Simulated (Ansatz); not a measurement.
```xyz
10

Ta   -0.0150   -0.0312    0.2121
F     1.7487    0.6381    0.1516
Cl   -0.0009    0.4235    2.5119
Cl    0.3597   -0.9294   -1.9207
F    -0.9124    1.5019   -0.3288
Cl   -1.8451   -1.4610    0.4994
N     1.1862   -1.9129    0.8844
H     1.0521   -2.7048    0.2542
H     0.9368   -2.2155    1.8270
H     2.1833   -1.6888    0.8877
```

Core potentials replace the inner electrons of Ta.

Level of theory: Ansatz 0.2.0, RKS PBE0-D4/def2-SVP.

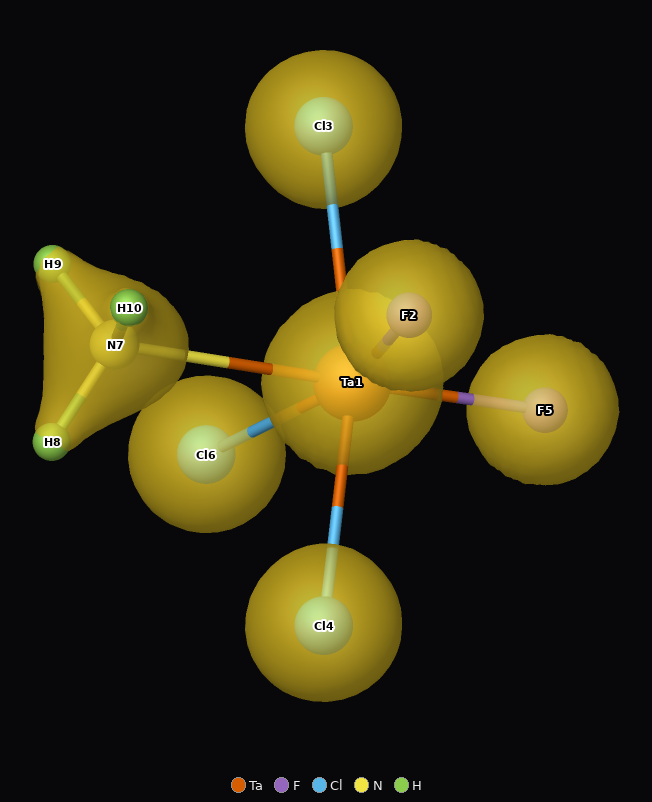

Cl3F2H3NTa. Isosurface of the electron density at 1.5 e/Å³ (yellow), seen at a tilt.

> Which contacts does the surface bridge?

At this value the surface falls into seven separate pieces. It bridges the sampled N–H (1.02 Å) contacts, where the density stays above the isovalue. It is pinched off along the sampled Ta–F (1.86 Å), Ta–N (2.33 Å) and Ta–Cl (2.34 Å) contacts. On the grid the lowest density along these lines, outside the cores, is 1 e/Å³ (Ta–F, 1.86 Å), 0.44 e/Å³ (Ta–N, 2.33 Å), 0.61 e/Å³ (Ta–Cl, 2.34 Å) and 2.2 e/Å³ (N–H, 1.02 Å).
